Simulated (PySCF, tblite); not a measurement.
**C6H4AlF3: dynamics, then NMR shifts on frames**

How do NMR shifts of C6H4AlF3 (`C#C/C=[C](/[AlH2])C(F)=C(F)F`) change as the atoms move?

The runs use tblite 0.8.0 and PySCF 2.14.0, with density-fitted response routines of our own; the level of theory stands in each step. All values are computed, except where a source is named. Atoms count from 0, in the outputs and in this text.

## Step 1: The molecule as given

14 atoms, charge 0, multiplicity 1; geometry from: GFN2-xTB.

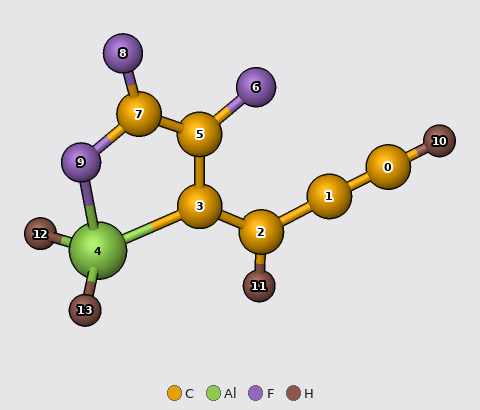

As it starts; carbon amber, aluminium green, fluorine purple, hydrogen brown, atoms numbered.

## Step 2: Dynamics with GFN2-xTB

Job settings and geometry (Å):

```
{"job": {"kind": "md", "xc": "GFN2-xTB", "basis": "xTB", "temperature": 600, "steps": 2000, "every": 50, "frames": 5}, "charge": 0, "multiplicity": 1}
C     -2.446200    -1.298850     2.060387
C     -1.461928    -1.326823     1.367788
C     -0.315518    -1.388984     0.563299
C      0.272944    -0.358014    -0.101369
Al     1.924313    -0.286952    -1.285525
C     -0.273311     0.986965    -0.010354
F     -1.302471     1.325448     0.781975
C      0.293326     1.940927    -0.753039
F      0.026105     3.225727    -0.875457
F      1.348336     1.594200    -1.567248
H     -3.304714    -1.263299     2.662527
H      0.123998    -2.376860     0.469897
H      3.282941     0.006300    -0.603199
H      1.831502    -0.780257    -2.746783
```

With the program's defaults for keys left out, this is: GFN2-xTB Langevin dynamics, gas phase.

Run with:

```console
$ OMP_NUM_THREADS=1 python probes_run.py task.json out
```

One launch serves the whole session: the jobs run in the order shown.

What it wrote:

```text
t/fs     T/K      E/eV
    0.0   464.8   -817.08790
   25.0   388.5   -816.56605
   50.0   476.8   -816.40633
   75.0   406.2   -816.38762
  100.0   461.5   -816.28144
  125.0   418.9   -816.24046
  150.0   522.9   -816.38422
  175.0   596.1   -816.46657
  200.0   444.1   -816.37047
  225.0   508.6   -816.49326
  250.0   567.1   -816.53668
  275.0   493.3   -816.23826
  300.0   454.0   -816.22327
  325.0   482.0   -816.24763
  350.0   403.7   -816.26185
  375.0   492.4   -816.24357
  400.0   469.3   -816.24075
  425.0   480.6   -816.13602
  450.0   555.1   -816.29370
  475.0   588.7   -816.33453
  500.0   606.5   -816.32674
  525.0   351.7   -815.93247
  550.0   261.2   -816.09846
  575.0   530.5   -816.40502
  600.0   702.0   -816.55759
  625.0   537.3   -816.32149
  650.0   421.7   -816.05132
  675.0   629.5   -816.36505
  700.0   501.0   -816.36703
  725.0   418.9   -816.39266
  750.0   568.5   -816.29237
  775.0   595.2   -816.38154
  800.0   597.9   -816.04665
  825.0   486.5   -815.90073
  850.0   904.1   -816.35531
  875.0   621.3   -815.89959
  900.0   661.1   -815.80778
  925.0   677.2   -816.00730
  950.0   817.9   -816.18749
  975.0   794.6   -815.82319
 1000.0   637.1   -815.66890
```

It took 15 s on 1 thread of Arm Neoverse V1, shared host; peak memory 0.18 GiB.

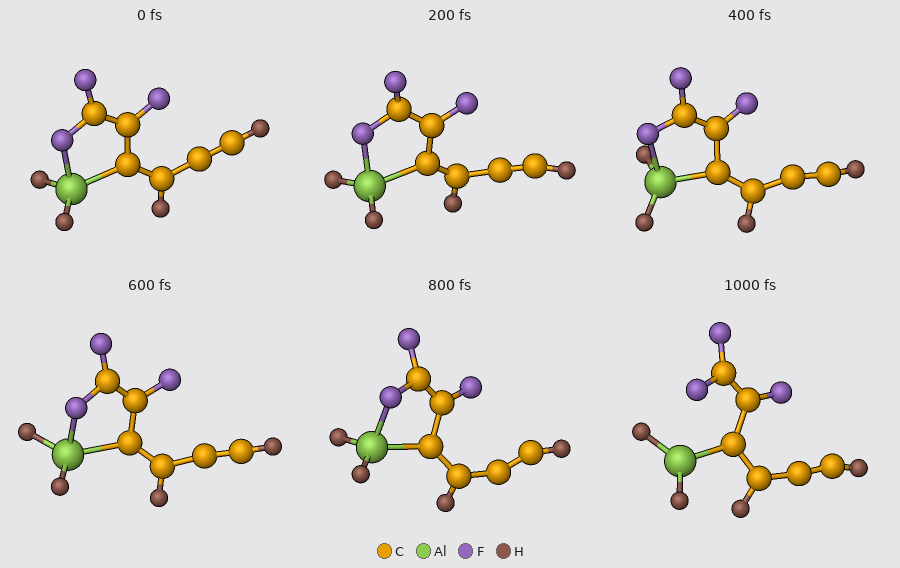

Frames of the run.

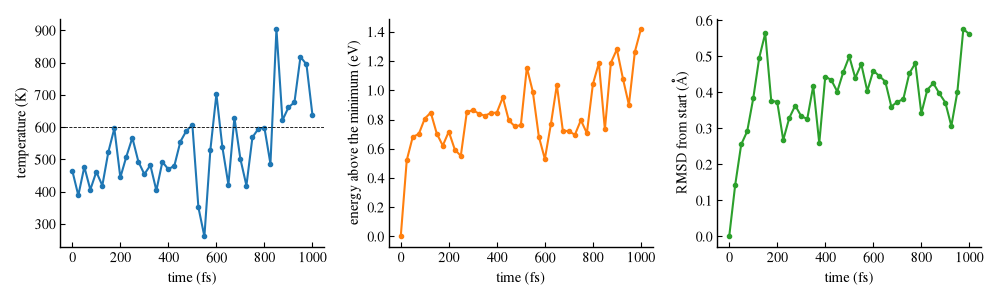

Temperature, potential energy and distance from the start.

Positions (Å) and forces (eV/Å) at 1000 fs:

```xyz
14

C    -1.568   -2.463    2.172    1.208    0.020   -1.213
C    -0.802   -2.103    1.297   -0.284   -0.697    0.270
C     0.141   -1.587    0.389    1.980    1.810    0.567
C     0.581   -0.240    0.478   -1.834   -1.891    2.055
Al    1.865    0.171   -0.940   -0.046    1.197   -1.430
C     0.022    0.741    1.571   -0.252   -4.285   -0.194
F    -0.570    0.261    2.740    0.999    0.930   -1.577
C     0.304    1.974    1.291    0.200    1.835   -0.422
F     0.227    3.102    1.994    0.004   -0.439   -0.654
F     0.744    2.130    0.001   -0.094    1.163    0.700
H    -2.036   -3.037    2.906   -0.427    0.169    0.230
H     0.910   -2.259   -0.202   -1.896    0.916    0.716
H     2.768    1.502   -0.958    0.187   -0.899   -0.037
H     1.657   -0.610   -2.388    0.254    0.171    0.989
```

## Step 3: Nuclear shieldings: 250 fs, PBE0/pcSseg-1

Job settings and geometry (Å):

```
{"job": {"kind": "nmr", "xc": "PBE0", "basis": "pcSseg-1", "pop": false}, "charge": 0, "multiplicity": 1}
C     -2.542600    -2.437900     1.943900
C     -1.496000    -2.095900     1.468300
C     -0.293600    -1.767900     0.901900
C      0.176100    -0.593300     0.369800
Al     1.898800    -0.540200    -0.827400
C     -0.567200     0.626800     0.215000
F     -1.774100     1.007500     0.575600
C      0.111400     1.641200    -0.403900
F     -0.156500     2.967200    -0.519000
F      1.268100     1.433600    -1.071400
H     -3.312100    -2.927000     2.494900
H      0.456100    -2.565700     0.934300
H      3.185700    -0.175400    -0.044900
H      1.634900    -0.844300    -2.334000
```

Method: GIAO PBE0/pcSseg-1 NMR shielding, non-relativistic, gas phase.

What it wrote:

```text
coarse grid: 13880 points
cycle   1  E = -771.8431479603  dE =  1.672e+00  |g| = 8.689e-01  |ddm| = 3.901e+00
cycle   2  E = -771.3527424789  dE =  4.904e-01  |g| = 1.676e+00  |ddm| = 2.175e+00
cycle   3  E = -772.0070111397  dE = -6.543e-01  |g| = 1.848e-01  |ddm| = 1.661e+00
cycle   4  E = -772.0100072439  dE = -2.996e-03  |g| = 1.633e-01  |ddm| = 3.690e-01
cycle   5  E = -772.0167334401  dE = -6.726e-03  |g| = 2.609e-02  |ddm| = 1.569e-01
cycle   6  E = -772.0168791374  dE = -1.457e-04  |g| = 1.072e-02  |ddm| = 3.522e-02
cycle   7  E = -772.0169039859  dE = -2.485e-05  |g| = 4.399e-03  |ddm| = 1.125e-02
cycle   8  E = -772.0169087150  dE = -4.729e-06  |g| = 1.667e-03  |ddm| = 4.870e-03
final grid: 135440 points
cycle   9  E = -772.0971049456  dE = -4.411e-05  |g| = 6.946e-03  |ddm| = 5.396e-02
cycle  10  E = -772.0970936628  dE =  1.128e-05  |g| = 1.062e-02  |ddm| = 1.464e-02
cycle  11  E = -772.0971147504  dE = -2.109e-05  |g| = 1.780e-03  |ddm| = 7.999e-03
cycle  12  E = -772.0971154597  dE = -7.093e-07  |g| = 7.160e-04  |ddm| = 2.029e-03
cycle  13  E = -772.0971155773  dE = -1.176e-07  |g| = 1.586e-04  |ddm| = 6.373e-04
cycle  14  E = -772.0971155815  dE = -4.194e-09  |g| = 6.073e-05  |ddm| = 1.683e-04
cycle  15  E = -772.0971155823  dE = -8.599e-10  |g| = 1.658e-05  |ddm| = 6.900e-05
converged SCF energy = -772.0971155823

GIAO shielding tensors (ppm)
atom      isotropic    diamagn.    paramagn.     s11        s22        s33       span
  0 C       82.848     259.616    -176.768     35.969     46.081    166.494    130.525
  1 C       99.873     251.024    -151.151     -1.441      2.132    298.928    300.369
  2 C       64.215     252.362    -188.147    -36.297     64.798    164.144    200.441
  3 C       31.715     266.663    -234.948    -77.807     13.198    159.753    237.561
  4 Al     379.766     794.438    -414.671    301.859    387.039    450.402    148.543
  5 C       42.260     246.777    -204.517      2.835     42.803     81.143     78.308
  6 F      351.381     471.466    -120.085    256.942    339.303    457.897    200.956
  7 C        5.819     251.769    -245.951    -47.388     14.804     50.041     97.430
  8 F      252.756     470.381    -217.626    227.285    243.548    287.434     60.150
  9 F      308.049     476.026    -167.978    265.560    321.254    337.333     71.774
 10 H       27.361      31.904      -4.544     24.345     24.708     33.029      8.684
 11 H       25.694      27.982      -2.287     21.145     26.155     29.783      8.637
 12 H       26.808      28.455      -1.647     23.845     25.032     31.545      7.700
 13 H       26.833      28.533      -1.700     23.931     25.159     31.407      7.476
```

It took 39 s on 1 thread of Arm Neoverse V1, shared host; peak memory 0.94 GiB.

The references, computed at this level on geometries of the same kind, shield at (ppm): 1H TMS 31.72, 13C TMS 186.9, 19F CFCl3 170.9, 27Al AlH4- 490.0. Their shielding less the atom's gives the shift. The references are single molecules in the gas phase, so shifts against H2O, NH3, PH3, H3PO4 or CFCl3 are not on the usual liquid scales and can be off by tens of ppm. Shifts against hydride references such as AlH4− lie on their own scale. Each atom is listed at this fixed geometry, with no averaging over motion; a spectrum would average atoms that exchange fast.

```csv
atoms,environment,σ (ppm),δ (ppm)
C7,fully substituted alkene carbon,5.8,181.1
C3,fully substituted alkene carbon,31.7,155.2
C5,fully substituted alkene carbon,42.3,144.7
C2,alkene CH,64.2,122.7
C0,terminal alkyne carbon,82.8,104.1
C1,alkyne carbon,99.9,87.1
H11,hydrogen on an alkene CH,25.69,6.02
H12,hydrogen on an aluminium bonded to C,26.81,4.91
H13,hydrogen on an aluminium bonded to C,26.83,4.88
H10,hydrogen on a terminal alkyne carbon,27.36,4.36
Al4,"aluminium bonded to C, 2 H",379.8,110.2
F8,vinylic fluorine,252.8,-81.8
F9,vinylic fluorine,308.0,-137.1
F6,vinylic fluorine,351.4,-180.4
```

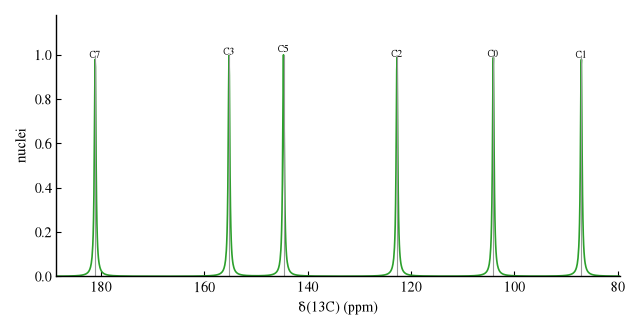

13C lines at the computed shifts, without couplings. Lines are broadened to a width of 0.38 ppm (Lorentzian).

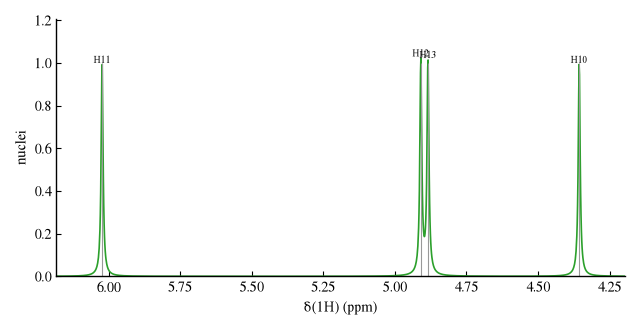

1H lines at the computed shifts, without couplings. Lines are broadened to a width of 0.01 ppm (Lorentzian).

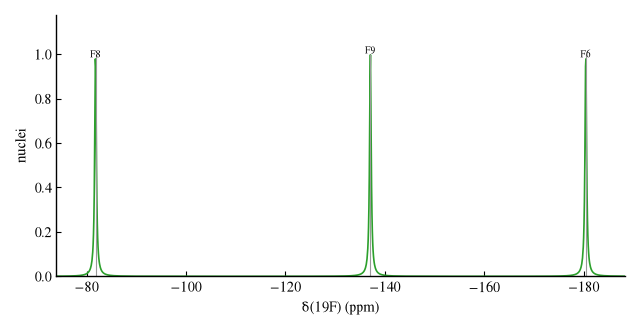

19F lines at the computed shifts, without couplings. Lines are broadened to a width of 0.39 ppm (Lorentzian).

Orbitals, density, ELF and potential are computed afterwards from the orbital file.

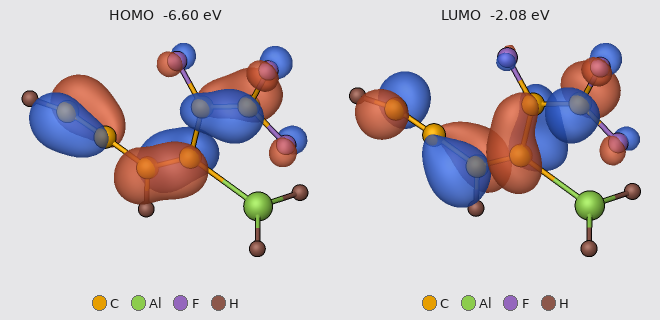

Frontier orbitals at PBE0/pcSseg-1; each surface holds 70 % of the orbital's density, blue and red mark the sign.

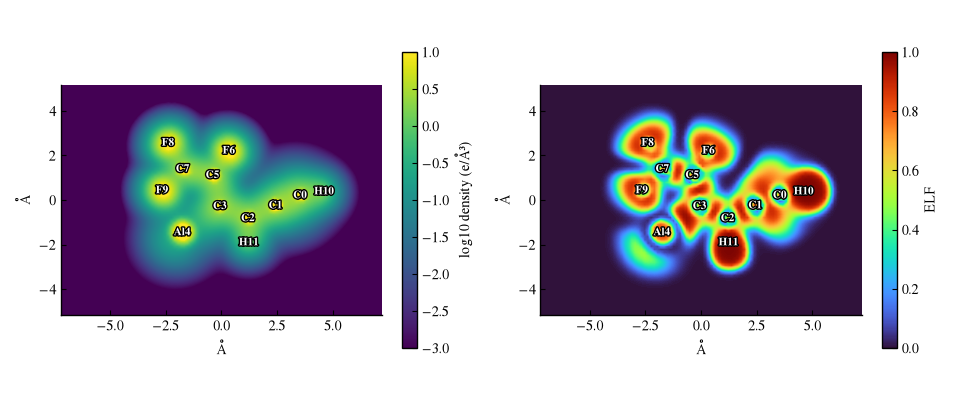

Density (left) and ELF (right) in a plane through or near 12 of the atoms.

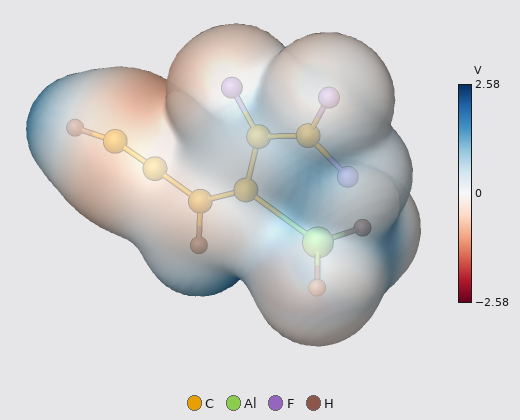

The potential that a unit positive charge feels on the 0.002 e/bohr³ surface, from the 1st to the 99th percentile, from -0.82 V near C0 to 2.58 V near Al4.

## Step 4: Shielding tensors: 425 fs, PBE0/pcSseg-1

Job settings and geometry (Å):

```
{"job": {"kind": "nmr", "xc": "PBE0", "basis": "pcSseg-1", "pop": false}, "charge": 0, "multiplicity": 1}
C     -2.842400    -2.190800     1.583200
C     -1.716500    -2.073300     1.180200
C     -0.577700    -1.876700     0.294000
C      0.251500    -0.820200     0.076500
Al     2.167900    -0.391200    -0.500400
C     -0.119600     0.492500     0.701300
F     -0.965100     0.731900     1.670200
C      0.367800     1.574200     0.011500
F      0.019400     2.845200    -0.077300
F      1.375700     1.326100    -1.041500
H     -3.852200    -2.050900     1.733600
H     -0.125900    -2.688300    -0.211900
H      3.116300     0.267600     0.494100
H      2.898200    -1.062800    -1.671100
```

Method: GIAO PBE0/pcSseg-1 NMR shielding, non-relativistic, gas phase.

What it wrote:

```text
coarse grid: 13880 points
cycle   1  E = -771.8316263585  dE =  1.559e+00  |g| = 8.446e-01  |ddm| = 3.746e+00
cycle   2  E = -771.4715502118  dE =  3.601e-01  |g| = 1.553e+00  |ddm| = 1.910e+00
cycle   3  E = -771.9850080361  dE = -5.135e-01  |g| = 1.510e-01  |ddm| = 1.378e+00
cycle   4  E = -771.9866704586  dE = -1.662e-03  |g| = 1.336e-01  |ddm| = 2.493e-01
cycle   5  E = -771.9908387892  dE = -4.168e-03  |g| = 2.676e-02  |ddm| = 1.237e-01
cycle   6  E = -771.9909563298  dE = -1.175e-04  |g| = 1.487e-02  |ddm| = 3.121e-02
cycle   7  E = -771.9910086128  dE = -5.228e-05  |g| = 3.650e-03  |ddm| = 1.199e-02
cycle   8  E = -771.9910124540  dE = -3.841e-06  |g| = 9.600e-04  |ddm| = 4.579e-03
final grid: 135440 points
cycle   9  E = -772.0710612350  dE = -4.408e-05  |g| = 7.532e-03  |ddm| = 3.356e-02
cycle  10  E = -772.0710520905  dE =  9.145e-06  |g| = 1.111e-02  |ddm| = 1.418e-02
cycle  11  E = -772.0710726559  dE = -2.057e-05  |g| = 1.028e-03  |ddm| = 7.268e-03
cycle  12  E = -772.0710728741  dE = -2.183e-07  |g| = 2.651e-04  |ddm| = 1.225e-03
cycle  13  E = -772.0710728856  dE = -1.147e-08  |g| = 1.635e-04  |ddm| = 4.078e-04
cycle  14  E = -772.0710728926  dE = -6.978e-09  |g| = 3.796e-05  |ddm| = 1.708e-04
cycle  15  E = -772.0710728929  dE = -2.644e-10  |g| = 1.182e-05  |ddm| = 3.744e-05
converged SCF energy = -772.0710728929

GIAO shielding tensors (ppm)
atom      isotropic    diamagn.    paramagn.     s11        s22        s33       span
  0 C       80.307     266.035    -185.729     11.418     33.606    195.896    184.478
  1 C       94.650     258.292    -163.642    -12.593      2.070    294.473    307.065
  2 C       55.845     248.166    -192.321    -54.585     56.448    165.671    220.256
  3 C       28.787     266.096    -237.309    -79.588      9.016    156.934    236.522
  4 Al     388.246     794.224    -405.978    317.815    393.065    453.858    136.043
  5 C       32.488     251.133    -218.645     -5.581     25.915     77.129     82.710
  6 F      334.580     472.368    -137.788    228.345    325.350    450.045    221.700
  7 C       -7.975     252.823    -260.798    -50.812    -10.643     37.530     88.342
  8 F      243.777     470.044    -226.267    217.485    239.957    273.890     56.405
  9 F      291.958     476.913    -184.955    179.693    329.737    366.444    186.751
 10 H       28.182      34.360      -6.178     23.423     25.719     35.403     11.980
 11 H       25.662      28.701      -3.038     21.070     25.111     30.807      9.737
 12 H       27.389      28.692      -1.303     24.386     26.052     31.728      7.342
 13 H       27.080      28.678      -1.598     24.329     24.709     32.203      7.874
```

It took 30 s on 1 thread of Arm Neoverse V1, shared host; peak memory 0.88 GiB.

Key values: δ C7 194.9, C3 158.1, C5 154.4, C2 131.1, H11 6.05, H13 4.64 ppm.

## Step 5: NMR shieldings: 625 fs, PBE0/pcSseg-1

Job settings and geometry (Å):

```
{"job": {"kind": "nmr", "xc": "PBE0", "basis": "pcSseg-1", "pop": false}, "charge": 0, "multiplicity": 1}
C     -2.520600    -2.130800     1.452200
C     -1.405500    -1.806800     1.319200
C     -0.116300    -1.757400     0.752100
C      0.582700    -0.566100     0.547700
Al     2.224900    -0.070200    -0.472100
C     -0.008600     0.613300     1.087300
F     -0.623800     0.618000     2.295400
C      0.370700     1.846800     0.507700
F      0.084100     3.112500     0.482600
F      1.231300     1.606800    -0.551600
H     -3.490800    -2.297400     1.817700
H      0.408500    -2.756300     0.603500
H      3.486900     0.589700     0.197100
H      2.222600    -0.760100    -1.864400
```

With the program's defaults for keys left out, this is: GIAO PBE0/pcSseg-1 NMR shielding, non-relativistic, gas phase.

What it wrote:

```text
coarse grid: 13880 points
cycle   1  E = -771.8187186711  dE =  1.698e+00  |g| = 8.823e-01  |ddm| = 3.781e+00
cycle   2  E = -771.3498428027  dE =  4.689e-01  |g| = 1.671e+00  |ddm| = 2.242e+00
cycle   3  E = -771.9904756664  dE = -6.406e-01  |g| = 1.941e-01  |ddm| = 1.650e+00
cycle   4  E = -771.9930604845  dE = -2.585e-03  |g| = 1.728e-01  |ddm| = 3.447e-01
cycle   5  E = -772.0004401923  dE = -7.380e-03  |g| = 3.280e-02  |ddm| = 1.563e-01
cycle   6  E = -772.0006505324  dE = -2.103e-04  |g| = 1.546e-02  |ddm| = 3.958e-02
cycle   7  E = -772.0007034784  dE = -5.295e-05  |g| = 4.823e-03  |ddm| = 1.347e-02
cycle   8  E = -772.0007100902  dE = -6.612e-06  |g| = 1.754e-03  |ddm| = 6.810e-03
final grid: 135440 points
cycle   9  E = -772.0796600450  dE = -4.343e-05  |g| = 7.153e-03  |ddm| = 3.468e-02
cycle  10  E = -772.0796517658  dE =  8.279e-06  |g| = 1.031e-02  |ddm| = 1.419e-02
cycle  11  E = -772.0796702183  dE = -1.845e-05  |g| = 1.164e-03  |ddm| = 7.377e-03
cycle  12  E = -772.0796704483  dE = -2.299e-07  |g| = 6.670e-04  |ddm| = 1.630e-03
cycle  13  E = -772.0796705547  dE = -1.064e-07  |g| = 1.685e-04  |ddm| = 6.287e-04
cycle  14  E = -772.0796705607  dE = -6.027e-09  |g| = 3.803e-05  |ddm| = 1.614e-04
cycle  15  E = -772.0796705609  dE = -2.408e-10  |g| = 1.866e-05  |ddm| = 4.158e-05
converged SCF energy = -772.0796705609

GIAO shielding tensors (ppm)
atom      isotropic    diamagn.    paramagn.     s11        s22        s33       span
  0 C       82.552     261.905    -179.353     32.652     46.073    168.931    136.279
  1 C       98.976     259.475    -160.499     -2.552      3.832    295.649    298.201
  2 C       42.801     246.575    -203.774    -72.088     46.289    154.202    226.290
  3 C       24.158     259.350    -235.192    -91.636      4.965    159.145    250.781
  4 Al     384.829     794.832    -410.003    327.299    393.716    433.471    106.172
  5 C       32.748     250.923    -218.174     -7.192     33.881     71.556     78.749
  6 F      310.104     471.379    -161.275    246.983    286.555    396.774    149.791
  7 C        9.286     251.631    -242.345    -40.520      9.184     59.195     99.715
  8 F      263.659     469.268    -205.609    229.599    274.315    287.063     57.464
  9 F      310.421     477.342    -166.921    229.381    341.992    359.890    130.509
 10 H       28.342      32.106      -3.764     25.059     25.798     34.169      9.109
 11 H       24.045      27.162      -3.116     20.927     24.386     26.822      5.895
 12 H       26.881      28.161      -1.280     23.797     25.483     31.363      7.566
 13 H       26.896      29.019      -2.123     24.237     24.897     31.555      7.318
```

It took 31 s on 1 thread of Arm Neoverse V1, shared host; peak memory 0.88 GiB.

Key values: δ C7 177.6, C3 162.8, C5 154.2, C2 144.1, H11 7.67, H12 4.84 ppm.

[end of part 1 of 2]
